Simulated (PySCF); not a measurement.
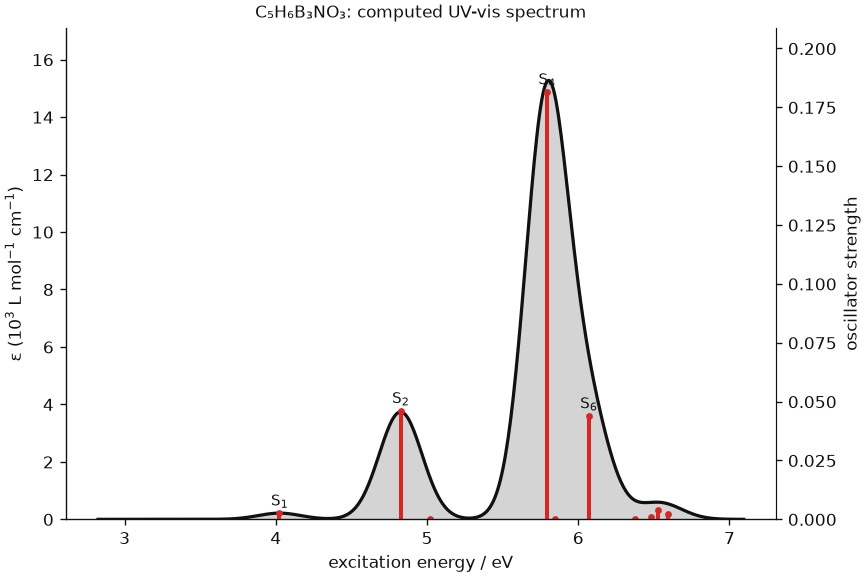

Computed absorption of C₅H₆B₃NO₃, SMILES B1OBOB(c2ccncc2)O1. Vertical TDDFT excitations, B3LYP/def2-SVPD in PySCF 2.14.0, at a PBE0-D3(BJ)/def2-SVP geometry (no frequency check), gas phase. The lowest 10 singlet states are shown; each is broadened by a Gaussian of 1/e half-width 0.20 eV. Sticks give oscillator strengths (right axis).

Does any vertical transition fall in the visible?

No singlet lies below 3.1 eV (beyond 400 nm), so at this level no vertical transition falls in the visible.

Which of the computed transitions is the brightest, and what character does the calculation give it?

S4 at 5.79 eV (214 nm), f = 0.182, mainly HOMO−2 → LUMO (81 %) (S5 lies within 0.06 eV, too close to order).

List the transitions behind the spectrum.

```tsv
state	E (eV)	λ (nm)	f	main character
S1	4.02	308	0.003	HOMO → LUMO (98 %)
S2	4.83	257	0.046	HOMO−1 → LUMO (90 %)
S3	5.02	247	0.000	HOMO → LUMO+2 (64 %)
S4	5.79	214	0.182	HOMO−2 → LUMO (81 %)
S5	5.85	212	0.000	HOMO → LUMO+1 (64 %)
S6	6.07	204	0.044	HOMO−1 → LUMO+1 (76 %)
S7	6.38	194	0.000	HOMO−3 → LUMO (96 %)
S8	6.48	191	0.001	HOMO−4 → LUMO (79 %)
S9	6.52	190	0.004	HOMO → LUMO+3 (92 %)
S10	6.59	188	0.002	HOMO → LUMO+4 (77 %)
```

Note: one conformer of a flexible molecule; core orbitals are frozen in the response.
